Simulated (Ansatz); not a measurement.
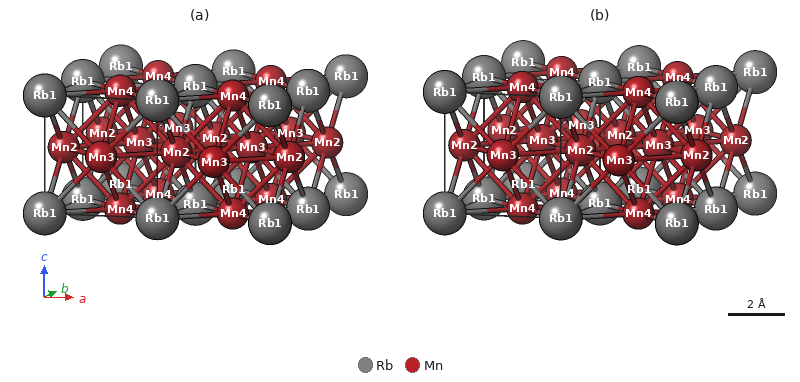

The structure of a crystal of RbMn3 (built on the Cu3Au (L1_2)_221 type) before (left) and after (right) a relaxation, at one scale.

The picture is a ball-and-stick view of the cell of the calculation, repeated 2 × 2 × 1 with one cell outlined, seen slightly off an axis.

Case: Cu3Au (L1_2) type (Pm-3m, No. 221).

Computed with DFT PBE, scalar-relativistic, plane waves, PAW in Ansatz. Set-up: plane-wave cutoff 420 eV; k-point mesh 12 × 12 × 12; occupations gaussian; smearing width 0.1 eV; collinear spin; cell and atoms relaxed; force threshold 0.01 eV/Å; at most 80 steps.

Q: Summarise the run.

A: After 3 accepted moves (4 points after the start) the energy has fallen by 16.3 meV per atom. All forces vanish by symmetry, so only the cell relaxes. The pressure goes from 3.16 to 0.01 GPa. The SCF was repeated once at an unchanged geometry on a basis and grid sized afresh for the cell, which shifted the energy by 0.4 meV per atom at most. No atom moves by more than 0.005 Å relative to the cell. The drawn cell changes as follows: a = b = c 4.278 → 4.407 Å (+3.0 %); the volume changes by +9.3 %. Some distances before and after: Rb1–Mn2 3.025 → 3.116 Å, Mn2–Mn3 3.025 → 3.116 Å. The space group stays Pm-3m (No. 221). Cost: 3.1 min on 1 thread of Arm Neoverse V1 (shared host), peak memory 0.65 GiB.
